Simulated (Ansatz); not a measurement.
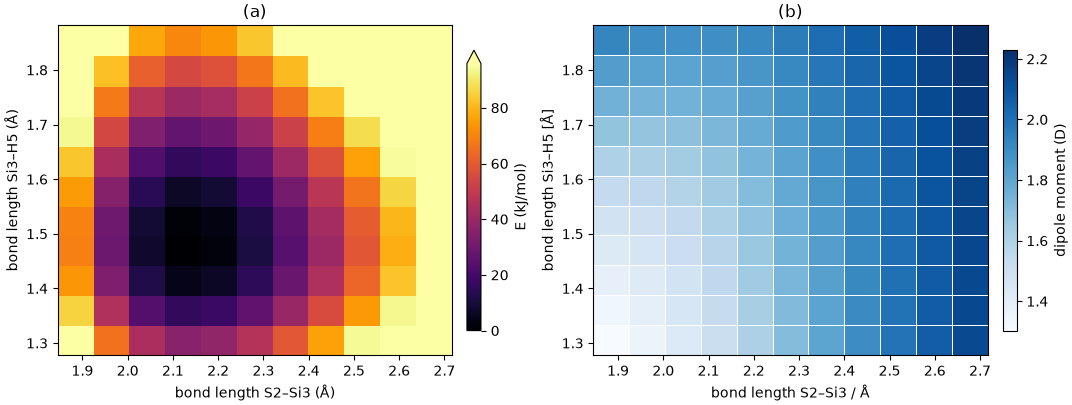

H₄OSSi, SMILES OS[SiH3]. Coordinates scanned: (1) bond length S2–Si3; (2) bond length Si3–H5. Nothing is relaxed (all other coordinates rigid). The scan uses an 11 × 11 grid. Points are written as (first, second). Energies are in kJ/mol, from the lowest grid point. Theory: RKS r2SCAN-D4/def2-TZVP (Ansatz).

Panel (a) is the energy and panel (b) the computed dipole moment on the same grid.

The picture shows one coloured cell a grid point, one colour for all values above the top of the scale.

### How does the dipole moment vary over the map, and what is it at the lowest grid point?

Leaving out the highest fifth of the energies, it runs from 1.34 D at (1.885 Å, 1.360 Å) to 2.11 D at (2.598 Å, 1.634 Å). At the lowest grid point, (2.122 Å, 1.470 Å), it is 1.58 D.
